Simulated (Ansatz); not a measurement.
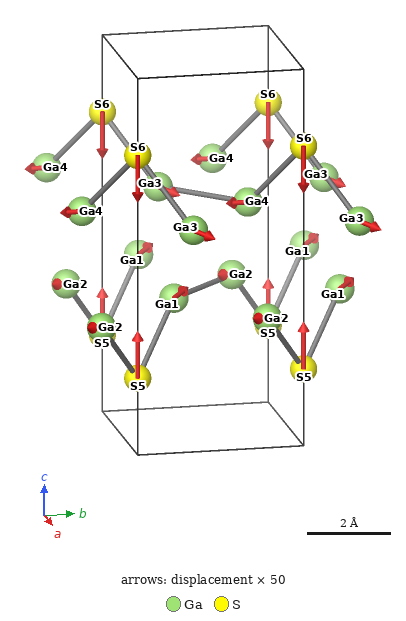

This is a relaxation of solid Ga2S (built on the random type). The starting structure is drawn; red arrows show the displacements (the part carried along by the change of the cell is left out), 50 times their true length.

A ball-and-stick model of the cell of the calculation, seen slightly off an axis.

Case: random cell with space group P-42m (No. 111).

Method: DFT PBE, scalar-relativistic, plane waves, PAW (Ansatz 0.2.0).

Input file:
```yaml
crystal:
  lattice:
    - [4.0868835526, 0.0, 0.0]
    - [0.0, 4.0868835526, 0.0]
    - [0.0, 0.0, 9.4039126546]
  atoms:
    - { symbol: Ga, position: [0.7229080585, 0.2770919415, 0.3777903497] }
    - { symbol: Ga, position: [0.2770919415, 0.7229080585, 0.3777903497] }
    - { symbol: Ga, position: [0.2770919415, 0.2770919415, 0.6222096503] }
    - { symbol: Ga, position: [0.7229080585, 0.7229080585, 0.6222096503] }
    - { symbol: S, position: [0.0, 0.0, 0.2041169169] }
    - { symbol: S, position: [0.0, 0.0, 0.7958830831] }
basis:
  ecutwfc: 420
kpoints:
  mp_grid: { grid: [10, 10, 4] }
hamiltonian:
  xc: pbe
scf:
  occupations: { method: gaussian, width: 0.1 }
output:
  forces: true
  stress: true
  eigenvalues: true
relax:
  adjacent_minimum: "off"
  f_tol: 0.01
  max_steps: 80
  cell: { stress_tol: 0.05 }
```

Command:
```bash
ansatz run input.yaml --threads 1 --pin off --max-ram 2560MiB --backend cpu --events-out ev --progress --plain --runs-dir out
```

Question: Which element moves most?

Answer: Sulfur: up to 0.024 Å, against 0.013 Å for gallium.

Question: What happened in the run?

Answer: The largest moves relative to the cell, 0.024 Å, are those of S5 and S6. S6 goes along −c. Largest moves by element: S 0.024 Å, Ga 0.013 Å. Cell: a = b 4.087 → 4.107 Å (+0.5 %), c 9.404 → 9.399 Å (−0.1 %). Volume +0.9 %. Near-neighbour distances that change, for instance: Ga1–Ga2 2.577 → 2.564 Å. The space group stays P-42m (No. 111). Over 3 accepted moves (4 points after the start) the energy falls by 0.7 meV per atom. Largest force component: 0.058 eV/Å at the start, 0.0027 eV/Å at the end. Pressure: 0.02 GPa at the start and −0.02 GPa at the end. At 1 point the geometry stayed and the basis and grid were re-selected for the new cell (energy shift of less than 0.05 meV per atom at most each time). The run took 3.5 min on 1 thread of Arm Neoverse V2, with other jobs on the host, peak memory 0.55 GiB.

Limits of the set-up: layers or molecules are held without a dispersion correction, so their spacing is unreliable.
